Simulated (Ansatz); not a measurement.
# C on Pt(111): change of the work function

Wanted: Δφ(θ) for C/Pt(111), starting from the fcc site.

Main program and level: Ansatz 0.2.0; plane-wave DFT, PBE, Ansatz PAW (set soft_1); PAW set soft_1.

### Step 1. The starting structure

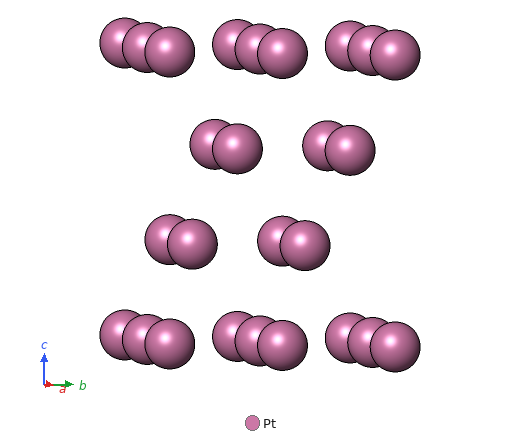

The cell as given, from the side, with the c axis up (platinum pink). 2×2×1 cells are drawn. Some periodic images of atoms are drawn too.

The cell holds 4 atoms: 4 Pt. Its edges and angles: a = 2.772 Å, b = 2.772 Å, c = 24.790 Å, α = 90.0°, β = 90.0°, γ = 60.0°. Vacuum lies along c.

### Step 2. The clean slab

The bare slab comes first, as the zero from which every change is counted. The two lowest layers are held at bulk places and the upper ones relax. The dipole correction removes the false field that a one-sided slab makes across the periodic vacuum, so each face gets a flat vacuum level of its own.

input.yaml reads:

```yaml
crystal:
  lattice:
    - [2.7718585823, 0.0, 0.0]
    - [1.3859292911, 2.4004999479, 0.0]
    - [0.0, 0.0, 24.7896391657]
  atoms:
    - { symbol: Pt, position: [0.0, 0.0, 0.3630549013] }
    - { symbol: Pt, position: [0.3333333333, 0.3333333333, 0.4543516338] }
    - { symbol: Pt, position: [0.6666666667, 0.6666666667, 0.5456483662] }
    - { symbol: Pt, position: [0.0, 0.0, 0.6369450987] }
kpoints:
  mp_grid: { grid: [12, 12, 1] }
hamiltonian:
  xc: pbe
  pseudopotentials: { kind: paw, azcp: { folder: soft_1 } }
scf:
  occupations: { method: fermi_dirac, width: 0.1 }
  convergence: { dr2_threshold: 1.0e-08 }
efield:
  axis: 3
  dipole_correction: true
  ramp_position: 0.97
  ramp_width: 0.06
relax:
  f_tol: 0.02
  max_steps: 60
  constraints: [{ sites: [0, 1] }]
output:
  write_potential: true
  write_density: true
  volumetric_format: npy
```

Command:

```sh
$ ansatz run input.yaml --threads 4 --pin off --max-ram 16384MiB --backend cpu --events-out ev --progress --plain --runs-dir out
```

Numbers of over 12 decimals in the logs are rounded to 6 here.

What it wrote:

```text
Engine: ansatz 0.2.0, aarch64-unknown-linux-gnu
Pseudopotentials: kind: paw
Pseudopotential: Pt, paw, valence charge 18, recommended cutoff 420 eV (normal), soft_1/Pt.paw.azcp
Functional definition: PBE
  parameter kappa = 0.804
  parameter beta = 0.066725
  exchange = pbe_x(kappa = kappa, mu = beta*pi^2/3)
  correlation = pbe_c(beta = beta)
Crystal: 4 atoms, lattice volume = 164.946 Å³
Basis set: ecut = 420 eV, 3263 PW (Γ), exchange–correlation on 40×40×360 points (8 copies of the dense FFT grid, shifted against one another)
Bands: 44, of which v1, the nominal top of the filled ones, is band 36 counted from 1 (35 counted from 0)
Symmetry: 6 space group operations
k-points: 19 of 144 (time reversal used)
Non-local potential: Pt, projectors of the file, l = 0: 3, l = 1: 2, l = 2: 2, l = 3: 1
PAW form: soft (Blöchl's): semilocal exchange-correlation on the pseudo side does not see the compensation charge
PAW one-centre angular grid: Pt, 590 points (default); XC on 64 Gauss nodes
Initial density: superposition of atomic densities (neutral atoms: chi_scale 0, normalization atom)
Initial wavefunctions: pseudopotential atomic-orbital guess
Functional: x = pbe(κ = 0.804, μ = 0.219515), c = pbe(β = 0.066725)
SCF iter   1: F=—  HF=-50099.120168 eV  |F-HF|=—  |Δ(HF+E_count)|=         —  Δρ=5.40e-2  dr2=5.69e0  ethr=3.10e-3  p=0.000 e·Å  D=2.42e-14 V/Å  ΔV_dip=-0.00 eV  dr2_dipole=7.71e-9  V_vac-E_F(+/−)=4.64/4.64 eV  ⟨swp⟩=8.5  Hψ=3686  notcnv=0  defer=1
efield: sawtooth ramp at fractional position 0.9700 (set: `efield.ramp_position`, or a place that a band, a saddle search or an elastic batch's reference lends), width 0.0600; the density the first Hamiltonian is built on has a dipole p = 0.000 e·Å; the dipole correction subtracts the counter field D = 2.42e-14 V/Å, which shifts the + side's vacuum level by -0.00 eV against the − side's; the planar-averaged density in the ramp window peaks in size at 4.9e-6 e/Å³
preconditioner: auto → LDOS  [metal: Δε(μ)=0.018 eV  Ē_g=7.633 eV  σ=0.100 eV  W_gap=0.05  n_scr=18 (ndim 8)  ℏωp=18.3 eV  f_vac=0.584  D(μ)=6.11/eV (n_scr^D=20)  β→1.0]
SCF iter   2: F=—  HF=-50098.968705 eV  |F-HF|=—  |Δ(HF+E_count)|=   1.51e-1  Δρ=4.62e-2  dr2=4.25e0  ethr=3.10e-3  p=-0.000 e·Å  D=-6.74e-5 V/Å  ΔV_dip=0.00 eV  dr2_dipole=8.95e-8  V_vac-E_F(+/−)=5.65/5.64 eV  ⟨swp⟩=3.0  Hψ=2197  notcnv=0  defer=18
SCF iter   3: F=—  HF=-50097.806818 eV  |F-HF|=—  |Δ(HF+E_count)|=    1.16e0  Δρ=8.79e-3  dr2=3.45e-1  ethr=3.10e-3  p=-0.000 e·Å  D=-8.31e-6 V/Å  ΔV_dip=0.00 eV  dr2_dipole=3.98e-11  V_vac-E_F(+/−)=5.70/5.70 eV  ⟨swp⟩=2.3  Hψ=1697  notcnv=0  defer=16
SCF iter   4: F=—  HF=-50097.775758 eV  |F-HF|=—  |Δ(HF+E_count)|=   3.11e-2  Δρ=4.07e-3  dr2=1.67e-1  ethr=4.80e-4  p=-0.000 e·Å  D=-8.55e-6 V/Å  ΔV_dip=0.00 eV  dr2_dipole=1.16e-9  V_vac-E_F(+/−)=5.52/5.52 eV  ⟨swp⟩=2.8  Hψ=1567  notcnv=0  defer=18
SCF iter   5: F=—  HF=-50097.759115 eV  |F-HF|=—  |Δ(HF+E_count)|=   1.66e-2  Δρ=1.51e-3  dr2=2.38e-2  ethr=2.32e-4  p=-0.000 e·Å  D=-4.19e-6 V/Å  ΔV_dip=0.00 eV  dr2_dipole=5.32e-10  V_vac-E_F(+/−)=5.65/5.65 eV  ⟨swp⟩=2.2  Hψ=1308  notcnv=0  defer=18
SCF iter   6: F=—  HF=-50097.757882 eV  |F-HF|=—  |Δ(HF+E_count)|=   1.23e-3  Δρ=7.68e-4  dr2=1.37e-3  ethr=3.31e-5  p=0.000 e·Å  D=2.00e-7 V/Å  ΔV_dip=-0.00 eV  dr2_dipole=4.16e-11  V_vac-E_F(+/−)=5.67/5.67 eV  ⟨swp⟩=2.1  Hψ=1104  notcnv=0  defer=18
SCF iter   7: F=—  HF=-50097.757680 eV  |F-HF|=—  |Δ(HF+E_count)|=   2.02e-4  Δρ=2.06e-4  dr2=5.65e-5  ethr=1.91e-6  p=0.000 e·Å  D=5.24e-7 V/Å  ΔV_dip=-0.00 eV  dr2_dipole=4.26e-11  V_vac-E_F(+/−)=5.66/5.66 eV  ⟨swp⟩=2.0  Hψ=1189  notcnv=0  defer=18
SCF iter   8: F=—  HF=-50097.757712 eV  |F-HF|=—  |Δ(HF+E_count)|=   3.17e-5  Δρ=5.86e-5  dr2=5.72e-6  ethr=7.84e-8  p=0.000 e·Å  D=5.06e-7 V/Å  ΔV_dip=-0.00 eV  dr2_dipole=1.16e-11  V_vac-E_F(+/−)=5.66/5.66 eV  ⟨swp⟩=2.7  Hψ=1700  notcnv=0  defer=18
SCF iter   9: F=—  HF=-50097.757720 eV  |F-HF|=—  |Δ(HF+E_count)|=   7.69e-6  Δρ=1.49e-5  dr2=5.65e-7  ethr=7.95e-9  p=-0.000 e·Å  D=-2.98e-7 V/Å  ΔV_dip=0.00 eV  dr2_dipole=1.10e-12  V_vac-E_F(+/−)=5.66/5.66 eV  ⟨swp⟩=2.7  Hψ=1539  notcnv=0  defer=18
SCF iter  10: F=—  HF=-50097.757719 eV  |F-HF|=—  |Δ(HF+E_count)|=   3.85e-8  Δρ=2.03e-6  dr2=1.52e-8  ethr=7.85e-10  p=0.000 e·Å  D=3.63e-7 V/Å  ΔV_dip=-0.00 eV  dr2_dipole=4.86e-12  V_vac-E_F(+/−)=5.66/5.66 eV  ⟨swp⟩=2.2  Hψ=1317  notcnv=0  defer=18
SCF iter  11: F=-50097.757719 eV  HF=-50097.757719 eV  |F-HF|=2.17e-9  |Δ(HF+E_count)|=   1.00e-8  Δρ=5.58e-7  dr2=6.17e-10  ethr=1.39e-11  p=-0.000 e·Å  D=-4.43e-7 V/Å  ΔV_dip=0.00 eV  dr2_dipole=6.49e-12  V_vac-E_F(+/−)=5.66/5.66 eV  ⟨swp⟩=10.1  Hψ=5929  notcnv=0
SCF 1 converged in 11 iterations: F = -50097.757719 eV  dr2 = 6.17e-10
  greatest PAW one-centre occupation: 1.000 electrons in one spin orbital (limit 2), on the Pt atom at site 2 (counted from 0), in its partial waves of l = 0
relax step   1: F+E_penalty+E_count = -50097.75771950 eV  Δ(F+E_penalty+E_count) = +0.000e0 eV  max|allowed force component| = 4.865e-1 eV/Å  Δτ_max = 0.0000 Å  (11 SCF iters, accepted)
Initial density: handed on by an earlier stage of this run
Initial wavefunctions: those handed on with the density
iter 1 solved again at ethr=6.19e-4 eV; its pass at ethr=3.10e-3 eV (dr2=4.45e-1 eV) is discarded
SCF iter   1: F=—  HF=-50097.798289 eV  |F-HF|=—  |Δ(HF+E_count)|=         —  Δρ=9.92e-3  dr2=4.79e-1  ethr=6.19e-4  p=-0.000 e·Å  D=-1.13e-6 V/Å  ΔV_dip=0.00 eV  dr2_dipole=1.50e-1  V_vac-E_F(+/−)=5.71/5.71 eV  ⟨swp⟩=1.5  Hψ=3272  notcnv=0  defer=10
efield: sawtooth ramp at fractional position 0.9700 (set: `efield.ramp_position`, or a place that a band, a saddle search or an elastic batch's reference lends), width 0.0600; the density the first Hamiltonian is built on has a dipole p = -0.000 e·Å; the dipole correction subtracts the counter field D = -1.13e-6 V/Å, which shifts the + side's vacuum level by +0.00 eV against the − side's; the planar-averaged density in the ramp window peaks in size at 1.6e-5 e/Å³
eigensolver tolerance schedule calibrated: the retry pair's looser diagonalisation under-reported the residual by θ = 0.07 (0.10/decade); ethr = c·dr2/N_el runs at the constant in force after the calibration composes with the one it found (an armed cap, an earlier calibration), c = 1.0e-1
preconditioner: auto → LDOS  [metal: Δε(μ)=0.018 eV  Ē_g=7.718 eV  σ=0.100 eV  W_gap=0.05  n_scr=18 (ndim 8)  ℏωp=18.3 eV  f_vac=0.574  D(μ)=6.66/eV (n_scr^D=50)  β→1.0]
[...]
SCF iter   7: F=—  HF=-50097.779916 eV  |F-HF|=—  |Δ(HF+E_count)|=   1.72e-5  Δρ=3.35e-5  dr2=9.78e-6  ethr=8.31e-8  p=-0.001 e·Å  D=-1.11e-3 V/Å  ΔV_dip=0.03 eV  dr2_dipole=5.05e-8  V_vac-E_F(+/−)=5.70/5.67 eV  ⟨swp⟩=1.3  Hψ=862  notcnv=0  defer=18
SCF iter   8: F=—  HF=-50097.779913 eV  |F-HF|=—  |Δ(HF+E_count)|=   3.83e-6  Δρ=1.12e-5  dr2=7.38e-7  ethr=1.36e-8  p=-0.001 e·Å  D=-1.07e-3 V/Å  ΔV_dip=0.03 eV  dr2_dipole=7.87e-9  V_vac-E_F(+/−)=5.70/5.67 eV  ⟨swp⟩=1.4  Hψ=907  notcnv=0  defer=17
SCF iter   9: F=—  HF=-50097.779913 eV  |F-HF|=—  |Δ(HF+E_count)|=   1.65e-7  Δρ=4.05e-6  dr2=4.72e-8  ethr=1.03e-9  p=-0.001 e·Å  D=-1.05e-3 V/Å  ΔV_dip=0.03 eV  dr2_dipole=1.61e-10  V_vac-E_F(+/−)=5.70/5.67 eV  ⟨swp⟩=2.1  Hψ=1187  notcnv=0  defer=17
SCF iter  10: F=-50097.779913 eV  HF=-50097.779913 eV  |F-HF|=6.42e-9  |Δ(HF+E_count)|=   2.55e-8  Δρ=1.30e-6  dr2=6.83e-9  ethr=1.39e-11  p=-0.001 e·Å  D=-1.05e-3 V/Å  ΔV_dip=0.03 eV  dr2_dipole=3.93e-10  V_vac-E_F(+/−)=5.70/5.67 eV  ⟨swp⟩=10.7  Hψ=6052  notcnv=0
SCF 3 converged in 10 iterations: F = -50097.779913 eV  dr2 = 6.83e-9
relax step   3: F+E_penalty+E_count = -50097.77991284 eV  Δ(F+E_penalty+E_count) = -1.114e-2 eV  max|allowed force component| = 7.153e-2 eV/Å  Δτ_max = 0.0925 Å  (10 SCF iters, accepted)
SCF iter   1: F=—  HF=-50097.780509 eV  |F-HF|=—  |Δ(HF+E_count)|=         —  Δρ=7.61e-4  dr2=5.09e-3  ethr=8.18e-5  p=-0.001 e·Å  D=-1.05e-3 V/Å  ΔV_dip=0.03 eV  dr2_dipole=1.73e-3  V_vac-E_F(+/−)=5.70/5.68 eV  ⟨swp⟩=2.0  Hψ=1416  notcnv=0  defer=21
efield: sawtooth ramp at fractional position 0.9700 (set: `efield.ramp_position`, or a place that a band, a saddle search or an elastic batch's reference lends), width 0.0600; the density the first Hamiltonian is built on has a dipole p = -0.001 e·Å; the dipole correction subtracts the counter field D = -1.05e-3 V/Å, which shifts the + side's vacuum level by +0.03 eV against the − side's; the planar-averaged density in the ramp window peaks in size at 1.4e-5 e/Å³
preconditioner: auto → LDOS  [metal: Δε(μ)=0.023 eV  Ē_g=7.757 eV  σ=0.100 eV  W_gap=0.06  n_scr=18 (ndim 8)  ℏωp=18.3 eV  f_vac=0.578  D(μ)=6.70/eV (n_scr^D=50)  β→1.0]
SCF iter   2: F=—  HF=-50097.780459 eV  |F-HF|=—  |Δ(HF+E_count)|=   4.97e-5  Δρ=3.38e-4  dr2=1.04e-3  ethr=7.07e-6  p=-0.001 e·Å  D=-6.29e-4 V/Å  ΔV_dip=0.02 eV  dr2_dipole=2.95e-4  V_vac-E_F(+/−)=5.69/5.67 eV  ⟨swp⟩=2.1  Hψ=1241  notcnv=0  defer=18
SCF iter   3: F=—  HF=-50097.780385 eV  |F-HF|=—  |Δ(HF+E_count)|=   7.39e-5  Δρ=2.53e-4  dr2=3.23e-4  ethr=1.45e-6  p=-0.002 e·Å  D=-1.78e-3 V/Å  ΔV_dip=0.04 eV  dr2_dipole=1.47e-6  V_vac-E_F(+/−)=5.72/5.67 eV  ⟨swp⟩=2.1  Hψ=1333  notcnv=0  defer=18
SCF iter   4: F=—  HF=-50097.780332 eV  |F-HF|=—  |Δ(HF+E_count)|=   5.27e-5  Δρ=5.04e-5  dr2=1.56e-5  ethr=4.48e-7  p=-0.001 e·Å  D=-1.25e-3 V/Å  ΔV_dip=0.03 eV  dr2_dipole=7.06e-7  V_vac-E_F(+/−)=5.70/5.67 eV  ⟨swp⟩=2.5  Hψ=1325  notcnv=0  defer=18
SCF iter   5: F=—  HF=-50097.780334 eV  |F-HF|=—  |Δ(HF+E_count)|=   1.54e-6  Δρ=2.47e-5  dr2=4.28e-6  ethr=2.16e-8  p=-0.001 e·Å  D=-1.28e-3 V/Å  ΔV_dip=0.03 eV  dr2_dipole=5.72e-8  V_vac-E_F(+/−)=5.70/5.67 eV  ⟨swp⟩=2.9  Hψ=1390  notcnv=0  defer=18
SCF iter   6: F=—  HF=-50097.780334 eV  |F-HF|=—  |Δ(HF+E_count)|=   2.73e-7  Δρ=1.31e-5  dr2=1.28e-6  ethr=5.95e-9  p=-0.001 e·Å  D=-1.27e-3 V/Å  ΔV_dip=0.03 eV  dr2_dipole=1.59e-9  V_vac-E_F(+/−)=5.70/5.67 eV  ⟨swp⟩=1.1  Hψ=824  notcnv=0  defer=18
SCF iter   7: F=—  HF=-50097.780334 eV  |F-HF|=—  |Δ(HF+E_count)|=   8.88e-8  Δρ=4.79e-6  dr2=1.99e-7  ethr=1.78e-9  p=-0.001 e·Å  D=-1.26e-3 V/Å  ΔV_dip=0.03 eV  dr2_dipole=1.77e-9  V_vac-E_F(+/−)=5.70/5.67 eV  ⟨swp⟩=1.2  Hψ=824  notcnv=0  defer=18
SCF iter   8: F=—  HF=-50097.780334 eV  |F-HF|=—  |Δ(HF+E_count)|=   1.46e-8  Δρ=1.76e-6  dr2=1.56e-8  ethr=2.77e-10  p=-0.001 e·Å  D=-1.27e-3 V/Å  ΔV_dip=0.03 eV  dr2_dipole=1.44e-10  V_vac-E_F(+/−)=5.70/5.67 eV  ⟨swp⟩=1.4  Hψ=881  notcnv=0  defer=18
SCF iter   9: F=-50097.780334 eV  HF=-50097.780334 eV  |F-HF|=2.28e-9  |Δ(HF+E_count)|=   1.46e-8  Δρ=5.74e-7  dr2=9.17e-10  ethr=1.39e-11  p=-0.001 e·Å  D=-1.27e-3 V/Å  ΔV_dip=0.03 eV  dr2_dipole=2.01e-12  V_vac-E_F(+/−)=5.70/5.67 eV  ⟨swp⟩=10.0  Hψ=5757  notcnv=0
SCF 4 converged in 9 iterations: F = -50097.780334 eV  dr2 = 9.17e-10
relax step   4: F+E_penalty+E_count = -50097.78033438 eV  Δ(F+E_penalty+E_count) = -4.215e-4 eV  max|allowed force component| = 3.449e-4 eV/Å  Δτ_max = 0.0132 Å  (9 SCF iters, accepted)
NSCF: frozen V_eff on 19 k-points
the band table was solved once a step of the walk had ended and its energy, with any forces and stress, was formed, with the checks that follow a solve (4579 applications of the Hamiltonian). They found nothing against the state; the energy, forces and stress were not computed again (output.eigenvalues in the input reference)
WARN: The output density's exchange-correlation potential varies sharply where the density is thin. Do not read a vacuum level from v_tot or v_xc, or from such a field of the output density. On a cell that repeats whose density bears no net charge and no dipole along the vacuum's axis use v_es (v_loc + v_h of the components); under efield.dipole_correction with no amplitude use v_es + v_field, which holds any externa [...]
SCF converged after 9 iterations
Free energy (F): -50097.780334 eV
Harris-Foulkes:  -50097.780334 eV  (|F-HF|=2.28e-9)
Internal energy: -50097.562152 eV  (E = F + TS)
E sigma→0 (E₀):  -50097.671243 eV
Entropy (-TS):   -0.218182 eV (-54.546 meV/atom)
Fermi energy:    4.899077 eV
Dipole field:    D = -0.001269 V/Å  (p = -0.001156 e·Å, saw-weighted, corrected)
Work function:   Φ+ = 5.7038 eV   Φ− = 5.6724 eV
Levels:          The Fermi level and band energies are counted from a zero that moves with the ramp; work functions are not
--- Per-component energies (eV) ---
  E_band       = -1819.558105
  E_kinetic    = 2383.665752
  E_local      = -123829.564704  (includes V_loc(G=0)·N_el)
  E_nonlocal   = 815.359272
  E_hartree    = 60581.318336
  E_xc         = -926.609436
  E_vxc        = -1081.730454  (∫ρ·V_xc dr)
  E_paw        = -37935.226514  (= ΣΔE_a)
  E_vpaw       = -1269.928678  (= ΣTr[D̂ρ^β])
  E_aug_tail   = 0.004540  (compensation charges beyond the density's cutoff)
  E_efield     = 0.000001  (sawtooth field / dipole correction)
  E_vefield    = 0.003622  (∫n·V_field dr)
  E_ewald      = 48813.490601
  E_smearing   = -0.218182  (= −TS)
  E_closure    = -0.000000  (closes the sum)
  Σ components = -50097.780334   (vs F -50097.780334, Δ=0.00e0)
--- Forces (eV/Å), atoms counted from 1 ---
  atom   1  Pt    -0.00000000     0.00000000    -0.47836430
  atom   2  Pt     0.00000000     0.00000000     0.47814612
  atom   3  Pt    -0.00000000    -0.00000000     0.00034494
  atom   4  Pt    -0.00000000     0.00000000    -0.00013519
  max |Σ_I F_I| component: 8.42e-6 eV/Å
--- Band table (eV; the first three rows and the last of 19) ---
  k-point 0: bands = [... 32 lower, 3.3709, 3.7286, 3.7286, 4.4531, 4.4531, 4.4656, 4.8726, 4.8726, ... 4 higher]
  k-point 1: bands = [... 32 lower, 3.2553, 3.5684, 3.7361, 3.8492, 4.2358, 4.4470, 4.8829, 5.4100, ... 4 higher]
  k-point 2: bands = [... 32 lower, 3.0448, 3.1528, 3.4970, 3.7123, 4.4243, 4.6008, 4.9055, 6.3605, ... 4 higher]
  k-point 18: bands = [... 32 lower, 4.2531, 4.5920, 4.6073, 4.6203, 9.8446, 9.8753, 9.8831, 10.6165, ... 4 higher]
--- Relaxed structure (4 steps of the walk, 4 accepted, 0 SCFs on fresh bases) ---
  F+E_penalty+E_count = -50097.78033438 eV   max|allowed force component| = 3.449e-4 eV/Å
  atoms:
    - { symbol: Pt, position: [0.0, 0.0, 0.363055] }
    - { symbol: Pt, position: [0.333333, 0.333333, 0.454352] }
    - { symbol: Pt, position: [0.666667, 0.666667, 0.547394] }
    - { symbol: Pt, position: [1.777081647554699e-18, -8.88540823777356e-19, 0.641595] }
```

Elapsed: 18 s, on 4 threads of Arm Neoverse V1, shared host; peak memory 0.49 GiB; 69 s of CPU time.

Step by step:

```
step  energy less that of the first step (eV)  largest force component (eV/Å)
   1                                   0.0000                          0.4865
   2                                  -0.0111                          0.3318
   3                                  -0.0222                          0.0715
   4                                  -0.0226                          0.0003
```

Forces are held to the 6 operations that the run works with; a distortion that breaks them can't arise in this run.

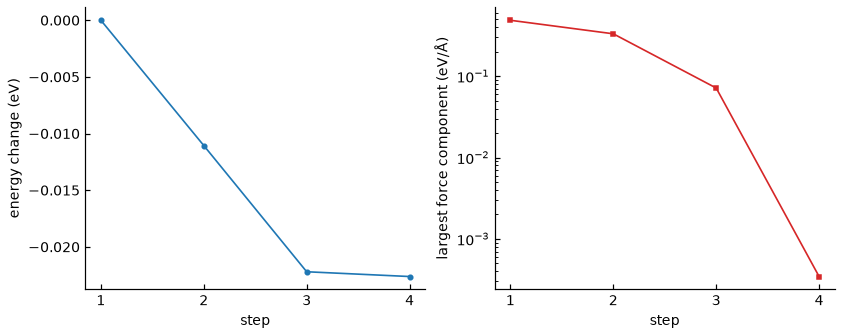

Energy and largest force along the relaxation.

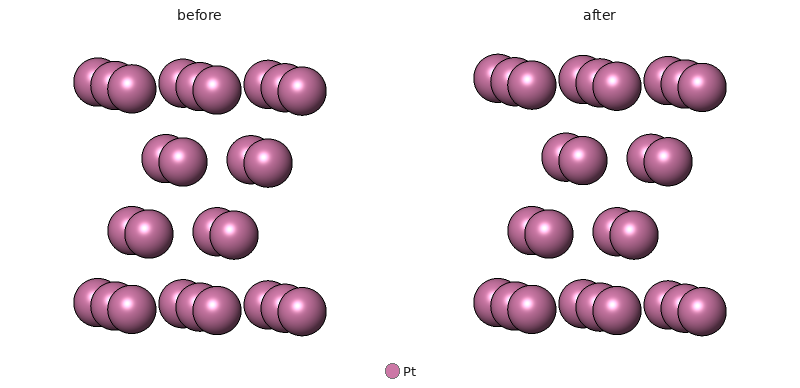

Before and after, at one scale.

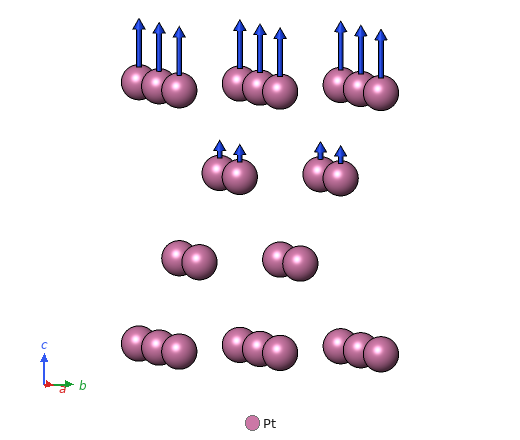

Displacements in the relaxation, exaggerated; the longest in the cell stands for 0.12 Å. 2×2×1 cells are drawn. Some periodic images of atoms are drawn too.

The atoms that moved most (Å):

```
atom     dx     dy     dz  length
 Pt4  0.000  0.000  0.115   0.115
 Pt3  0.000  0.000  0.043   0.043
```

Final coordinates:

```cif
data_structure
_symmetry_space_group_name_H-M 'P 1'
_symmetry_Int_Tables_number 1
_cell_length_a 2.7719
_cell_length_b 2.7719
_cell_length_c 24.7896
_cell_angle_alpha 90.000
_cell_angle_beta 90.000
_cell_angle_gamma 60.000
_cell_volume 164.95
loop_
_atom_site_label
_atom_site_type_symbol
_atom_site_fract_x
_atom_site_fract_y
_atom_site_fract_z
_atom_site_occupancy
Pt1 Pt 0.00000 0.00000 0.36305 1
Pt2 Pt 0.33333 0.33333 0.45435 1
Pt3 Pt 0.66667 0.66667 0.54739 1
Pt4 Pt 0.00000 0.00000 0.64160 1
```

Numbers from this step:

```
energy at zero smearing        : -50097.6712 eV
work function, upper face      : 5.704 eV
work function, lower face      : 5.672 eV
dipole along the normal        : -0.001156 e·Å
step between the vacuum levels : 0.03144 eV
```

Running mean over 2.263 Å of the planar mean; the ramp of the sawtooth is left out. Table of electron's electrostatic potential energy less the Fermi level by z:

```
z (Å)  electron's electrostatic potential energy less the Fermi level (eV)
    4                                                                 5.67
    6                                                                 5.61
    8                                                                -4.87
   10                                                                -12.0
   12                                                                -11.7
   14                                                                -11.7
   16                                                                -11.2
   18                                                                 4.90
   20                                                                 5.70
```

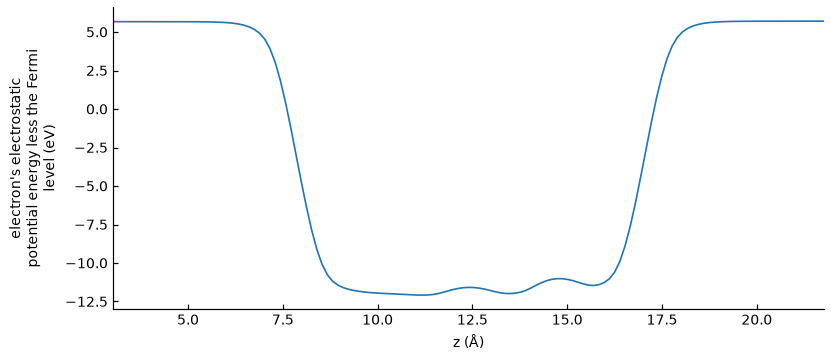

Electron's electrostatic potential energy less the Fermi level against z.

The relaxation took 4 steps and lowered the energy by 0.023 eV; the largest force on the free atoms ends at 3.4e-4 eV/Å.

The work function of the upper face is 5.70 eV.

[end of part 1 of 4]

[Logs are printed without paths, hosts, clocks, repeated set-up lines and the standing remarks that a program may print on its own settings, such as how far it seeks lower states.]

[Hosts, paths, dates, database ids (printed as entryN), source tags and the programs' standing remarks are cut or masked in the printed files.]

[Maps of the electrostatic potential energy from Ansatz leave out the sawtooth potential of an applied field or a dipole correction, so their vacuum need not be flat; planar profiles and work functions include it.]
